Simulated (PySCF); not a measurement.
# F5P, SMILES `FP(F)(F)(F)F`: electronic structure

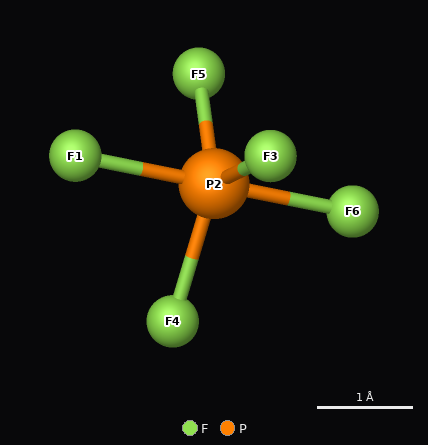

The molecule, with its atoms numbered as below. No frequency check shows the geometry to be a minimum.

Coordinates in Å:

```
F1      -1.5888    0.0008   -0.0004
P2       0.0000    0.0002   -0.0004
F3       0.0002   -0.4054    1.5055
F4       0.0001   -1.1039   -1.1017
F5      -0.0004    1.5068   -0.4020
F6       1.5889    0.0014   -0.0007
```

Part 1: Bonding charge

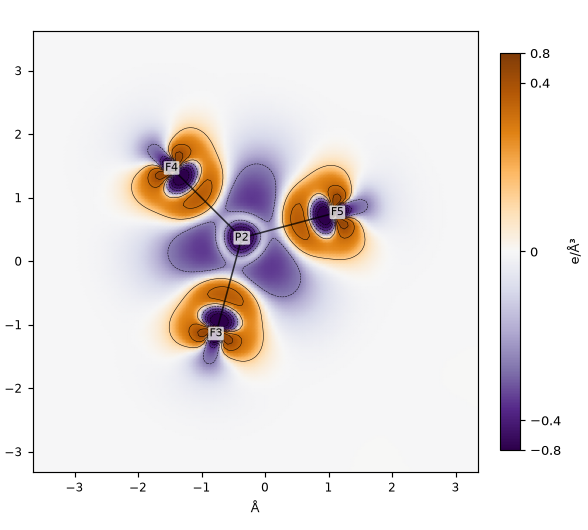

Deformation density (molecule less spherical, spin-averaged free atoms) in the plane of P2, F3, F4 and F5; colour scale in e/Å³, logarithmic beyond ±0.1; orange: gain, purple: loss.

Level of theory: B3LYP/def2-SVPD (PySCF), at a geometry from GFN2-xTB.

How much density has each bond in this plane gained at its critical point, relative to the free atoms?

Answer. P2–F5, P2–F4 and P2–F3: −0.01 e/Å³ at the bond critical point (bond length 1.56 Å); up to 0.6 Å beside the axis the gain reaches +0.27 e/Å³. In all, 1.4 electrons gather in the regions of gain relative to the promolecule. A small or negative value marks a very polar bond, one between electron-rich atoms, whose free-atom densities already overlap strongly, a long bond to a heavier atom, or a closed-shell contact such as a hydrogen bond.

Part 2: Bond critical points

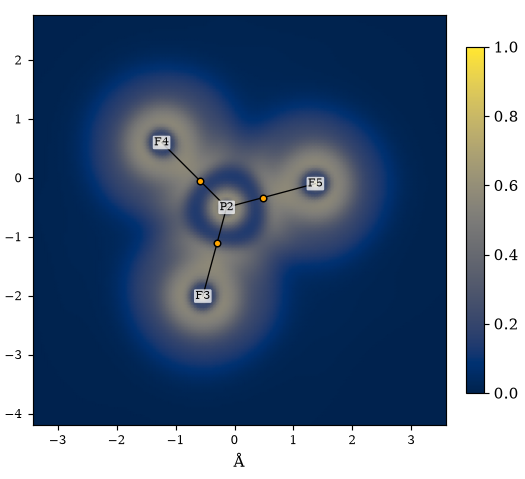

Localised orbital locator (LOL) in the plane of P2, F3, F4 and F5, with bond paths and bond critical points (dots).

What values does LOL take at the bond critical points in this plane?

Answer. P2–F5, P2–F4 and P2–F3: about 0.29. Values above 0.5 mark slow, localised electrons, as in shared pairs; low values at a critical point mark a polar or closed-shell contact whose critical point lies between the shells.

Where along P2–F5 does the critical point lie?

Answer. 0.63 Å from P2 and 0.93 Å from F5.

Part 3: Local ionisation energy

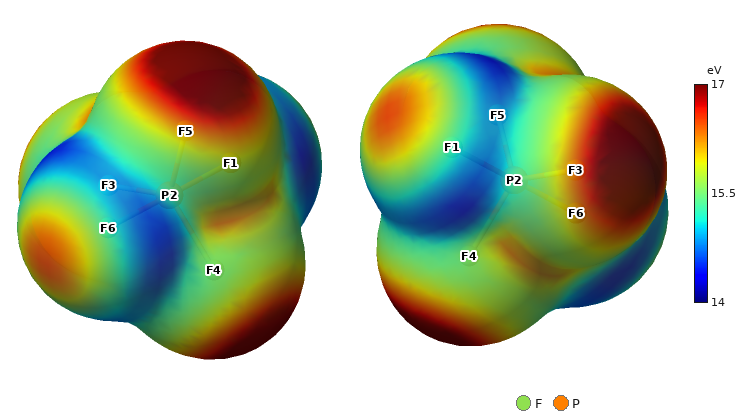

Average local ionisation energy on the surface of electron density 0.001 a.u. (back view left, front view right).

Where are the most loosely bound electrons on this surface?

Answer. The lowest value is 14.5 eV, 1.7 Å from F1, and at like points elsewhere. For comparison, the highest occupied orbital lies at −12.0 eV.

Part 4: In an electric field

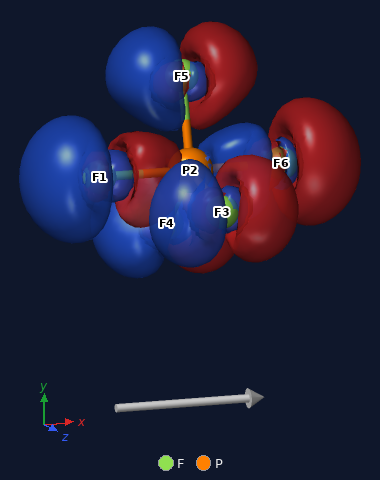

Change of the electron density in a uniform field of 0.21 V/Å along +x (arrow), surfaces at ±0.0008 e/Å³ (blue: gain, red: loss).

Computed with PySCF, B3LYP/def2-SVPD, geometry: GFN2-xTB.

What dipole is induced, and what polarisability does it imply?

Answer. The induced dipole is 0.28 D (along the field); α along this axis, from the fields in both directions, is 27 bohr³ (4.0 Å³).

Which atoms gain and lose the most charge?

Answer. Electrons gather most on F1 (Hirshfeld charge changes by −0.009 e) and leave F6 most (+0.009 e); 0.030 electrons are displaced in all.

The PySCF runs shown took 6.2 s and 13 s on 1 thread of AMD EPYC 9R45 96-Core Processor (Zen 5), on a shared host.
